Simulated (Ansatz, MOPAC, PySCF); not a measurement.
Dissociation curve of C₂H₂O, SMILES C=C=O, singlet. The C1–C4 bond (C1 also carries H, H; C4 carries O) is varied alone, starting from the PBE0/def2-TZVP optimised geometry.

```
5

C      0.0000     0.0000     0.0000
H     -0.0001    -0.9405    -0.5305
H      0.0000     0.9397    -0.5317
C      0.0000     0.0000     1.3071
O      0.0000    -0.0013     2.4633
```

Methods: PM3, restricted, heats of formation (MOPAC); RKS-PBE = restricted PBE/def2-TZVP run with Ansatz (a first-principles code); UKS-B3LYP/6-31G* = PySCF with unrestricted B3LYP/6-31G*, spherical d.

Energies are in kJ/mol, each relative to the lowest point of its own curve near equilibrium.

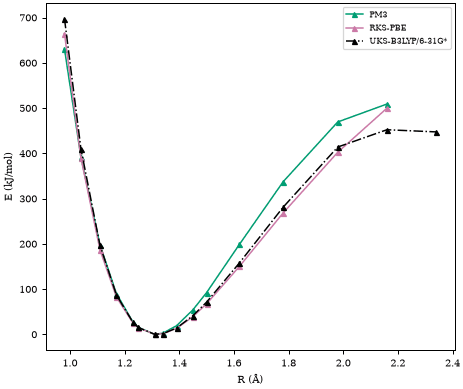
Energy against bond length for each method.

```
R / Å    PM3  RKS-PBE  UKS-B3LYP/6-31G*
-----  -----  -------  ----------------
0.98   630.3    664.1             697.4
1.04   391.9    390.5             410.6
1.11   197.4    186.4             196.3
1.17    90.1     82.5              86.9
1.23    27.7     25.4              26.7
1.25    15.5     14.4              15.1
1.31     0.0      0.0               0.0
1.34     2.6      1.3               1.4
1.39    19.0     13.1              13.8
1.45    54.1     39.0              41.1
1.50    92.1     67.5              71.1
1.62   198.6    149.9             157.6
1.78   337.1    268.1             280.8
1.98   469.3    402.3             413.8
2.16   508.9    499.7             452.1
2.34       —        —             447.3
```

A dash means that the run gave no value there, or that the column was ended at a point which the program doubted or which failed a test of continuity chosen for this set; such a test can also cut sound points.

The restricted form behind PM3, RKS-PBE keeps the bonding electrons paired and can't separate into open-shell fragments. The unrestricted solution behind UKS-B3LYP/6-31G* changes between 1.98 and 2.16 Å, which can leave a kink. The unrestricted determinant behind UKS-B3LYP/6-31G* is spin-contaminated at 1.98 to 3.91 Å (<S²> up to 1.0, against 0.00 for a pure singlet).
